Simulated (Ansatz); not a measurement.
**How fast states decay through H3SeI**

Aim: relax a made-up compound, H3SeI, and see how good a tunnel barrier it would be. It is built by putting Se for O, I for Br in the H3BrO structure of space group Cm, with the volume rescaled by atomic radii. The parent structure comes from the Materials Project.

Main program and level: Ansatz 0.2.0; r2SCAN DFT, plane waves, PAW files, in the first sound run; inputs show where later runs differ.

The structure was built from a prototype and need not be the compound's stable phase.

### Step 1. Starting point

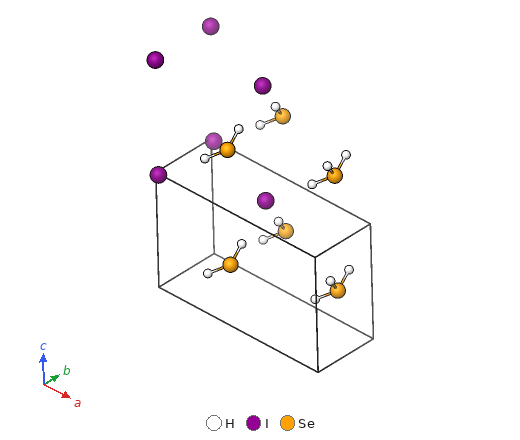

The starting structure, seen slightly off an axis (hydrogen white, iodine purple, selenium orange). 1×1×2 cells are drawn. This picture shows the conventional cell, with its axes. Some periodic images of atoms are drawn too.

### Step 2. Cell and atoms at rest

The substituted atoms don't fit the parent's cell, so cell and atoms relax together. A small smearing keeps the run stable in case the gap closes on the way.

Contents of input.yaml:

```yaml
crystal:
  lattice:
    - [4.0623422424, -2.8852551634, 0.0]
    - [4.0623422424, 2.8852551634, 0.0]
    - [-1.9975338197, 0.0, 4.7593090867]
  atoms:
    - { symbol: H, position: [0.685528, 0.685528, 0.647559] }
    - { symbol: H, position: [0.692058, 0.357325, 0.319964] }
    - { symbol: H, position: [0.357325, 0.692058, 0.319964] }
    - { symbol: I, position: [0.983913, 0.983913, 0.01134] }
    - { symbol: Se, position: [0.539758, 0.539758, 0.463714] }
kpoints:
  mp_grid: { grid: [6, 6, 6] }
scf:
  occupations: { method: gaussian, width: 0.03 }
hamiltonian:
  xc: r2scan
output:
  forces: true
  stress: true
relax:
  f_tol: 0.02
  max_steps: 60
  cell: {}
```

The run is started by

```console
$ ansatz run input.yaml --threads 2 --pin off --max-ram 4096MiB --backend cpu --events-out ev --progress --plain --runs-dir out
```

Numbers of over 12 decimals in the logs are rounded to 6 here.

The log of the run:

```text
Engine: ansatz 0.2.0, aarch64-unknown-linux-gnu
Pseudopotentials: kind: paw
Pseudopotential: H, paw, valence charge 1, recommended cutoff 500 eV (meta_gga), H.paw.azcp
Pseudopotential: I, paw, valence charge 17, recommended cutoff 500 eV (meta_gga), I.paw.azcp
Pseudopotential: Se, paw, valence charge 16, recommended cutoff 500 eV (meta_gga), Se.paw.azcp
Functional definition: r2SCAN
  parameter k0 = 0.174
  parameter k1 = 0.065
  parameter a1 = 4.9479
  exchange = r2scan_x(k0 = k0, k1 = k1, a1 = a1)
  correlation = r2scan_c
Crystal: 5 atoms, lattice volume = 111.567 Å³
Basis set: ecut = 500 eV, 2829 PW (Γ), exchange–correlation on 160×160×160 points (64 copies of the dense FFT grid, shifted against one another)
Bands: 23, of which v1, the nominal top of the filled ones, is band 18 counted from 1 (17 counted from 0)
Symmetry: 2 space group operations
Space group: Cm (ITA 8), of the structure as read, at distance tolerance 4.8e-5 Å
k-points: 68 of 216 (time reversal used)
Non-local potential: H, projectors of the file, l = 0: 2, l = 1: 1
Non-local potential: I, projectors of the file, l = 0: 2, l = 1: 2, l = 2: 2, l = 3: 2
Non-local potential: Se, projectors of the file, l = 0: 2, l = 1: 2, l = 2: 3, l = 3: 1
PAW form: soft (Blöchl's): semilocal exchange-correlation on the pseudo side does not see the compensation charge
PAW frozen core: I, regenerated for the run's functional (the file was generated under x = pbe(κ = 0.804, μ = 0.219515), c = pbe(β = 0.066725))
PAW frozen core: Se, regenerated for the run's functional (the file was generated under x = pbe(κ = 0.804, μ = 0.219515), c = pbe(β = 0.066725))
PAW one-centre angular grid: H, 302 points (default); XC on 160 Gauss nodes
PAW one-centre angular grid: I, 590 points (default); XC on 160 Gauss nodes
PAW one-centre angular grid: Se, 590 points (default); XC on 160 Gauss nodes
Initial density: superposition of atomic densities (neutral atoms: chi_scale 0, normalization atom), corrected by the library's trained network
Initial wavefunctions: pseudopotential atomic-orbital guess
Functional: x = r2scan, c = r2scan; τ floored in thin density (d = 2e-4 eV/Å³)
SCF iter   1: F=—  HF=-13049.388444 eV  |F-HF|=—  |Δ(HF+E_count)|=         —  Δρ=4.14e-3  dr2=2.97e-2  dr2_τ=7.92e-2  ethr=1.77e-3  ⟨swp⟩=7.2  Hψ=8709  notcnv=0
preconditioner: auto → Resta (q_TF=auto, 2.260 Å⁻¹)  ε∞=2.4  [insulator: Δε(μ)=5.016 eV  Ē_g=11.321 eV  σ=0.030 eV  W_gap=1.00  n_scr=20 (ndim 8)  ℏωp=13.2 eV  f_vac=0.269  D(μ)=0.00/eV (n_scr^D=0)  ε∞_Penn≈2.4]
SCF iter   2: F=—  HF=-13049.253829 eV  |F-HF|=—  |Δ(HF+E_count)|=   1.35e-1  Δρ=2.32e-3  dr2=1.18e-2  dr2_τ=1.29e-4  ethr=8.25e-5  ⟨swp⟩=3.0  Hψ=3197  notcnv=0  defer=68
SCF iter   3: F=—  HF=-13049.255907 eV  |F-HF|=—  |Δ(HF+E_count)|=   2.08e-3  Δρ=9.43e-4  dr2=1.20e-3  dr2_τ=1.16e-4  ethr=3.27e-5  ⟨swp⟩=3.2  Hψ=2589  notcnv=0
automatic band count: iteration 3 solves 22 bands in place of 23: the levels show a gap, and the empty bands left out lie too high to hold charge; the band table lists the bands solved (type scf.n_extra_bands for more)
SCF iter   4: F=—  HF=-13049.255679 eV  |F-HF|=—  |Δ(HF+E_count)|=   2.28e-4  Δρ=3.93e-4  dr2=1.83e-4  dr2_τ=7.60e-6  ethr=3.32e-6  ⟨swp⟩=2.0  Hψ=3417  notcnv=0
SCF iter   5: F=—  HF=-13049.255783 eV  |F-HF|=—  |Δ(HF+E_count)|=   1.04e-4  Δρ=1.08e-4  dr2=2.16e-5  dr2_τ=1.33e-6  ethr=5.07e-7  ⟨swp⟩=2.0  Hψ=2209  notcnv=0
SCF iter   6: F=—  HF=-13049.255792 eV  |F-HF|=—  |Δ(HF+E_count)|=   8.12e-6  Δρ=5.35e-5  dr2=3.89e-6  dr2_τ=1.91e-7  ethr=6.00e-8  ⟨swp⟩=2.0  Hψ=2768  notcnv=0
SCF iter   7: F=-13049.255793 eV  HF=-13049.255793 eV  |F-HF|=5.90e-9  |Δ(HF+E_count)|=   1.48e-6  Δρ=9.11e-6  dr2=9.94e-8  dr2_τ=4.59e-9  ethr=2.78e-10  ⟨swp⟩=4.0  Hψ=6753  notcnv=0
SCF 1 converged in 7 iterations: F = -13049.255793 eV  dr2 = 9.94e-8
  greatest PAW one-centre occupation: 1.000 electrons in one spin orbital (limit 2), on the Se atom at site 4 (counted from 0), in its partial waves of l = 2
relax step   1: F+E_penalty+E_count = -13049.25579309 eV  Δ(F+E_penalty+E_count) = +0.000e0 eV  max|allowed force component| = 1.327e1 eV/Å  Δτ_max = 0.0000 Å  P = +22.191 GPa  Ω = 111.567 Å³  (7 SCF iters, dr2 threshold 1.00e-7 eV, accepted)
Crystal: 5 atoms, lattice volume = 118.276 Å³
Basis set: ecut = 500 eV, 3003 PW (Γ), exchange–correlation on 160×160×160 points (64 copies of the dense FFT grid, shifted against one another)
Initial density: handed on by an earlier stage of this run
Initial wavefunctions: those handed on with the density
iter 1 solved again at ethr=7.08e-4 eV; its pass at ethr=3.10e-3 eV (dr2=2.55e-1 eV) is discarded
SCF iter   1: F=—  HF=-13052.784915 eV  |F-HF|=—  |Δ(HF+E_count)|=         —  Δρ=1.89e-2  dr2=2.54e-1  dr2_τ=4.16e-1  ethr=7.08e-4  ⟨swp⟩=1.0  Hψ=9668  notcnv=0
automatic band count: iteration 1 solves 21 bands in place of 23: the levels show a gap, and the empty bands left out lie too high to hold charge; the band table lists the bands solved (type scf.n_extra_bands for more)
preconditioner: auto → Resta (q_TF=auto, 2.238 Å⁻¹)  ε∞=2.5  [insulator: Δε(μ)=4.166 eV  Ē_g=11.212 eV  σ=0.030 eV  W_gap=1.00  n_scr=20 (ndim 8)  ℏωp=13.7 eV  f_vac=0.281  D(μ)=0.00/eV (n_scr^D=0)  ε∞_Penn≈2.5]
SCF iter   2: F=—  HF=-13053.086778 eV  |F-HF|=—  |Δ(HF+E_count)|=   3.02e-1  Δρ=1.01e-2  dr2=6.00e-2  dr2_τ=2.96e-3  ethr=7.06e-4  ⟨swp⟩=4.0  Hψ=2586  notcnv=0
SCF iter   3: F=—  HF=-13053.099384 eV  |F-HF|=—  |Δ(HF+E_count)|=   1.26e-2  Δρ=2.06e-3  dr2=4.31e-3  dr2_τ=2.61e-4  ethr=1.67e-4  ⟨swp⟩=3.6  Hψ=2967  notcnv=0
SCF iter   4: F=—  HF=-13053.099577 eV  |F-HF|=—  |Δ(HF+E_count)|=   1.92e-4  Δρ=4.90e-4  dr2=4.54e-4  dr2_τ=1.03e-5  ethr=1.20e-5  ⟨swp⟩=2.1  Hψ=3240  notcnv=0
SCF iter   5: F=—  HF=-13053.099858 eV  |F-HF|=—  |Δ(HF+E_count)|=   2.81e-4  Δρ=2.25e-4  dr2=8.03e-5  dr2_τ=2.16e-6  ethr=1.26e-6  ⟨swp⟩=2.1  Hψ=2653  notcnv=0
SCF iter   6: F=—  HF=-13053.099952 eV  |F-HF|=—  |Δ(HF+E_count)|=   9.42e-5  Δρ=6.87e-5  dr2=4.27e-6  dr2_τ=2.59e-7  ethr=2.23e-7  ⟨swp⟩=2.7  Hψ=2652  notcnv=0
SCF iter   7: F=-13053.099957 eV  HF=-13053.099956 eV  |F-HF|=5.34e-7  |Δ(HF+E_count)|=   4.07e-6  Δρ=1.70e-5  dr2=3.59e-7  dr2_τ=6.08e-9  ethr=1.39e-9  ⟨swp⟩=6.0  Hψ=6013  notcnv=0
SCF 2 converged in 7 iterations: F = -13053.099957 eV  dr2 = 3.59e-7
relax step   2: F+E_penalty+E_count = -13053.09995659 eV  Δ(F+E_penalty+E_count) = -3.844e0 eV  max|allowed force component| = 5.666e0 eV/Å  Δτ_max = 0.1950 Å  P = +6.745 GPa  Ω = 118.276 Å³  energy of the carried Pulay correction = -1.334e-3 eV  (7 SCF iters, dr2 threshold 5.00e-7 eV, accepted)
[...]
relax step   5: F+E_penalty+E_count = -13054.13448506 eV  Δ(F+E_penalty+E_count) = -3.016e-2 eV  max|allowed force component| = 4.385e-2 eV/Å  Δτ_max = 0.0998 Å  P = -0.205 GPa  Ω = 109.829 Å³  energy of the carried Pulay correction = +3.587e-4 eV  (7 SCF iters, dr2 threshold 5.00e-7 eV, accepted)
relax step   6: F+E_penalty+E_count = -13054.13764717 eV  Δ(F+E_penalty+E_count) = -3.162e-3 eV  max|allowed force component| = 5.204e-2 eV/Å  Δτ_max = 0.0146 Å  P = +0.028 GPa  Ω = 108.316 Å³  energy of the carried Pulay correction = +6.758e-4 eV  (5 SCF iters, dr2 threshold 3.11e-7 eV, accepted)
relax step   7: F+E_penalty+E_count = -13054.14186558 eV  Δ(F+E_penalty+E_count) = -4.218e-3 eV  max|allowed force component| = 1.273e-2 eV/Å  Δτ_max = 0.0219 Å  P = -0.037 GPa  Ω = 107.631 Å³  energy of the carried Pulay correction = +8.206e-4 eV  (6 SCF iters, dr2 threshold 1.69e-7 eV, accepted)
relax step   8: F+E_penalty+E_count = -13054.15026938 eV  Δ(F+E_penalty+E_count) = -8.404e-3 eV  max|allowed force component| = 4.180e-2 eV/Å  Δτ_max = 0.0260 Å  P = -0.104 GPa  Ω = 104.668 Å³  energy of the carried Pulay correction = +1.458e-3 eV  (6 SCF iters, dr2 threshold 1.20e-7 eV, accepted)
relax step   9: F+E_penalty+E_count = -13054.15676829 eV  Δ(F+E_penalty+E_count) = -6.499e-3 eV  max|allowed force component| = 3.061e-2 eV/Å  Δτ_max = 0.0333 Å  P = -0.047 GPa  Ω = 101.381 Å³  energy of the carried Pulay correction = +2.186e-3 eV  (6 SCF iters, dr2 threshold 1.55e-7 eV, accepted)
relax step  10: F+E_penalty+E_count = -13054.15796386 eV  Δ(F+E_penalty+E_count) = -1.196e-3 eV  max|allowed force component| = 8.597e-2 eV/Å  Δτ_max = 0.0400 Å  P = -0.093 GPa  Ω = 100.119 Å³  energy of the carried Pulay correction = +2.472e-3 eV  (6 SCF iters, dr2 threshold 5.86e-8 eV, accepted)
relax step  11: F+E_penalty+E_count = -13054.15817961 eV  Δ(F+E_penalty+E_count) = -2.158e-4 eV  max|allowed force component| = 4.872e-2 eV/Å  Δτ_max = 0.0241 Å  P = +0.092 GPa  Ω = 98.638 Å³  energy of the carried Pulay correction = +2.811e-3 eV  (5 SCF iters, dr2 threshold 4.62e-7 eV, rejected (line search))
relax step  12: F+E_penalty+E_count = -13054.15918629 eV  Δ(F+E_penalty+E_count) = -1.222e-3 eV  max|allowed force component| = 7.946e-3 eV/Å  Δτ_max = 0.0250 Å  P = +0.023 GPa  Ω = 99.866 Å³  energy of the carried Pulay correction = +2.529e-3 eV  (8 SCF iters, accepted)
relax step  13: F+E_penalty+E_count = -13054.15929543 eV  Δ(F+E_penalty+E_count) = -1.091e-4 eV  max|allowed force component| = 1.698e-2 eV/Å  Δτ_max = 0.0054 Å  P = -0.031 GPa  Ω = 99.754 Å³  energy of the carried Pulay correction = +2.555e-3 eV  (6 SCF iters, dr2 threshold 1.06e-8 eV, accepted)
relax step  14: F+E_penalty+E_count = -13054.15938970 eV  Δ(F+E_penalty+E_count) = -9.427e-5 eV  max|allowed force component| = 9.251e-4 eV/Å  Δτ_max = 0.0037 Å  P = -0.001 GPa  Ω = 99.580 Å³  energy of the carried Pulay correction = +2.595e-3 eV  (5 SCF iters, dr2 threshold 1.49e-8 eV, accepted)
Basis set: ecut = 500 eV, 2513 PW (Γ), exchange–correlation on 144×144×144 points (64 copies of the dense FFT grid, shifted against one another)
Initial wavefunctions: pseudopotential atomic-orbital guess (no wavefunctions were taken with the density)
iter 1 solved again at ethr=3.77e-7 eV; its pass at ethr=3.10e-3 eV (dr2=1.36e-4 eV) is discarded
SCF iter   1: F=—  HF=-13054.158627 eV  |F-HF|=—  |Δ(HF+E_count)|=         —  Δρ=1.77e-4  dr2=1.28e-6  dr2_τ=3.24e-6  ethr=3.77e-7  ⟨swp⟩=3.0  Hψ=12115  notcnv=0
preconditioner: auto → Resta (q_TF=auto, 2.303 Å⁻¹)  ε∞=2.7  [insulator: Δε(μ)=4.079 eV  Ē_g=11.500 eV  σ=0.030 eV  W_gap=1.00  n_scr=20 (ndim 8)  ℏωp=14.9 eV  f_vac=0.139  D(μ)=0.00/eV (n_scr^D=0)  ε∞_Penn≈2.7]
SCF iter   2: F=—  HF=-13054.158807 eV  |F-HF|=—  |Δ(HF+E_count)|=   1.79e-4  Δρ=9.02e-5  dr2=3.42e-7  dr2_τ=2.03e-6  ethr=3.56e-9  ⟨swp⟩=2.0  Hψ=2108  notcnv=0
SCF iter   3: F=—  HF=-13054.158812 eV  |F-HF|=—  |Δ(HF+E_count)|=   4.86e-6  Δρ=1.77e-6  dr2=2.25e-9  dr2_τ=6.16e-10  ethr=9.51e-10  ⟨swp⟩=2.0  Hψ=2108  notcnv=0
SCF iter   4: F=—  HF=-13054.158812 eV  |F-HF|=—  |Δ(HF+E_count)|=   9.97e-9  Δρ=9.42e-7  dr2=3.01e-10  dr2_τ=1.94e-10  ethr=6.25e-12  ⟨swp⟩=2.0  Hψ=2788  notcnv=0
SCF iter   5: F=-13054.158812 eV  HF=-13054.158812 eV  |F-HF|=4.18e-11  |Δ(HF+E_count)|=   1.07e-9  Δρ=2.62e-7  dr2=4.22e-11  dr2_τ=1.03e-11  ethr=1.00e-12  ⟨swp⟩=5.1  Hψ=5674  notcnv=0
SCF 15 converged in 5 iterations: F = -13054.158812 eV  dr2 = 4.22e-11
relax step  15: F+E_penalty+E_count = -13054.15881159 eV  Δ(F+E_penalty+E_count) = +5.781e-4 eV  max|allowed force component| = 9.300e-4 eV/Å  Δτ_max = 0.0000 Å  P = -0.017 GPa  Ω = 99.580 Å³  stress off target by 3.10e-2 GPa  SCF on the basis re-selected at this cell (its energy is not comparable with the rows above)  (5 SCF iters)
basis re-selected at this cell: Δ(F+E_penalty+E_count) = +5.781e-4 eV, ΔP = -0.016 GPa vs the last step (what re-selecting the basis moved, of the pressure what is left beyond the Pulay correction that the steps carried, after the strain that the cell walked since its last selection, with what the two solves' SCF thresholds leave and, on support functions, any second-order correction that the steps lacked; it is no measure of the basis error at this ecutwfc). The dense FFT grid was sized anew with the basis: this SCF ran on 36×36×36 points, the steps before it on 40×40×40, so part of this shift can come from that change (see relax.cell in the input reference). [rest of the remark cut]
SCF converged after 5 iterations
Free energy (F): -13054.158812 eV
Harris-Foulkes:  -13054.158812 eV  (|F-HF|=4.18e-11)
Internal energy: -13054.158812 eV  (E = F + TS)
E sigma→0 (E₀):  -13054.158812 eV
Fermi energy:    4.436358 eV
--- Per-component energies (eV) ---
  E_band       = -929.773497
  E_kinetic    = 343.293473
  E_local      = -5122.968402  (includes V_loc(G=0)·N_el)
  E_nonlocal   = -680.362568
  E_hartree    = 2509.764109
  E_xc         = -244.135839
  E_vxc        = -281.167423  (∫ρ·V_xc dr)
  E_paw        = -6765.862057  (= ΣΔE_a)
  E_vpaw       = -223.768131  (= ΣTr[D̂ρ^β])
  E_aug_tail   = -0.001477  (compensation charges beyond the density's cutoff)
  E_vtau       = 15.672973  (kinetic-family band-sum trace: ∫τ·v_τ [+ j·A + Jᵃ·Aᵃ] dr)
  E_ewald      = -3092.194334
  E_core_change = -1.691717  (= ΣΔE_core)
  E_smearing   = -0.000000  (= −TS)
  E_closure    = -0.000000  (closes the sum)
  Σ components = -13054.158812   (vs F -13054.158812, Δ=0.00e0)
--- Forces (eV/Å), atoms counted from 1 ---
  atom   1  H      0.00028976    -0.00000000    -0.00030595
  atom   2  H      0.00026392    -0.00046555    -0.00046801
  atom   3  H      0.00026392     0.00046555    -0.00046801
  atom   4  I     -0.00004749    -0.00000000     0.00031183
  atom   5  Se    -0.00076824     0.00000000     0.00092992
  max |Σ_I F_I| component: 1.87e-6 eV/Å
--- Stress (GPa, compression-positive) ---
       -0.026893       0.000000       0.008093
        0.000000      -0.008537      -0.000000
        0.008093      -0.000000      -0.015247
  P = ⅓ Tr σ = -0.0169 GPa (-0.169 kbar)
--- Relaxed structure (14 steps of the walk, 13 accepted, 1 SCFs on fresh bases) ---
  F+E_penalty+E_count = -13054.15881159 eV   max|allowed force component| = 9.300e-4 eV/Å   (the final SCF, on the basis selected at the relaxed cell)
  cell:  # Å, volume = 99.5798 Å³
    - [3.601532, -3.012805, 0.276512]
    - [3.601532, 3.012805, 0.276512]
    - [-1.446992, 0.0, 4.477537]
  atoms:
    - { symbol: H, position: [0.702026, 0.702026, 0.671252] }
    - { symbol: H, position: [0.702053, 0.333077, 0.302239] }
    - { symbol: H, position: [0.333077, 0.702053, 0.302239] }
    - { symbol: I, position: [1.028519, 1.028519, -0.024441] }
    - { symbol: Se, position: [0.492907, 0.492907, 0.511253] }
```

Elapsed: 4.2 min, on 2 threads of Arm Neoverse V1, shared host; peak memory 0.65 GiB.

Step by step:

```csv
step,energy less that of the first step (eV),largest force component (eV/Å),pressure (GPa),volume (Å³)
1,0.0000,13.2673,22.19,111.57
2,-3.8442,5.6659,6.74,118.28
3,-4.7634,1.3144,1.12,119.77
4,-4.8485,0.2171,-0.37,115.47
5,-4.8787,0.0438,-0.21,109.83
6,-4.8819,0.0520,0.03,108.32
7,-4.8861,0.0127,-0.04,107.63
8,-4.8945,0.0418,-0.10,104.67
9,-4.9010,0.0306,-0.05,101.38
10,-4.9022,0.0860,-0.09,100.12
11,-4.9024,0.0487,0.09,98.64
12,-4.9034,0.0079,0.02,99.87
13,-4.9035,0.0170,-0.03,99.75
14,-4.9036,0.0009,0.00,99.58
15*,-4.9030,0.0009,-0.02,99.58
```

Relaxation steps marked * repeat the geometry before them on a plane-wave basis chosen anew for their cell, so energy and pressure can jump there. Relaxation step 11 was tried and not accepted.

Forces are held to the 2 operations that the run works with; a distortion that breaks them can't arise in this run.

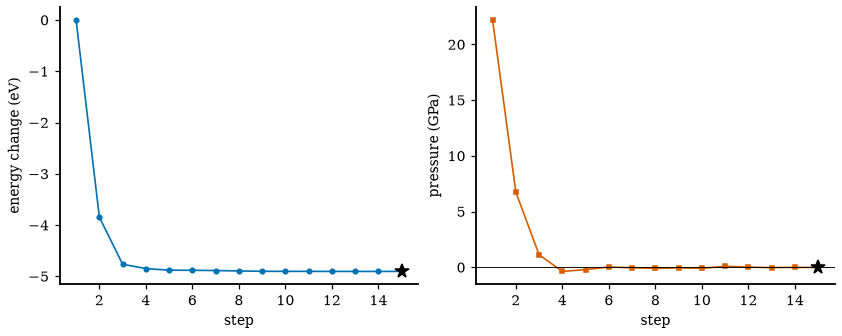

Energy and pressure along the relaxation. Stars mark steps on a basis chosen anew.

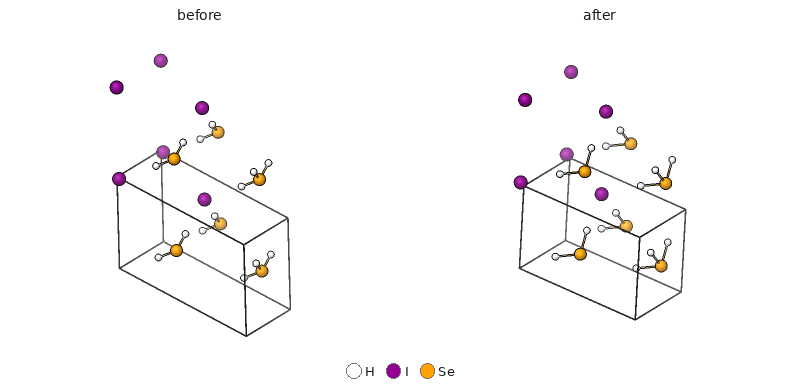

Before and after, at one scale.

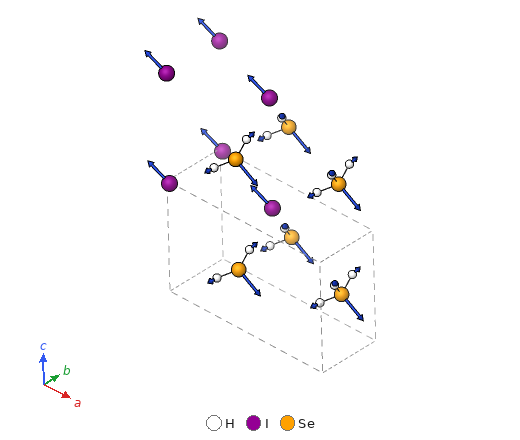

Displacements in the relaxation, exaggerated, measured against the changing cell; the longest in the cell stands for 0.45 Å. 1×1×2 conventional cells are drawn. Some periodic images of atoms are drawn too.

```csv
cell as run,before,after,change
a (Å),4.983,4.704,-5.6 %
b (Å),4.983,4.704,-5.6 %
c (Å),5.162,4.706,-8.8 %
α (°),108.39,100.34,-7.4 %
β (°),108.39,100.34,-7.4 %
γ (°),70.77,79.66,+12.6 %
volume (Å³/atom),22.31,19.92,-10.7 %
```

The atoms that moved most (Å, as changes of fractional coordinates times the final cell):

```csv
atom,dx,dy,dz,length
Se5,-0.406,0.000,0.187,0.447
I4,0.373,0.000,-0.136,0.397
H1,0.085,0.000,0.115,0.143
H2,-0.026,-0.103,-0.083,0.135
H3,-0.026,0.103,-0.083,0.135
```

The relaxed structure:

```xyz
5
Lattice="3.6015 -3.0128 0.2765 3.6015 3.0128 0.2765 -1.4470 0.0000 4.4775" Properties=species:S:1:pos:R:3 pbc="T T T"
H     4.0854    0.0000    3.3938
H     3.2907   -1.1117    1.6395
H     3.2907    1.1117    1.6395
I     7.4439    0.0000    0.4594
Se    2.8107    0.0000    2.5617
```

Numbers from this step:

| Item | Value |
| --- | --- |
| free energy | -13054.1588 eV |
| Fermi energy | 4.436 eV |
| pressure | -0.01689 GPa |

The largest force component on a free atom ends at 9.3e-4 eV/Å.

(Continued in part 2 of 3.)

[Logs are printed without paths, hosts, clocks, repeated set-up lines and the standing remarks that a program may print on its own settings, such as how far it seeks lower states.]

[Hosts, paths, dates, database ids (printed as entryN), source tags and the programs' standing remarks are cut or masked in the printed files.]
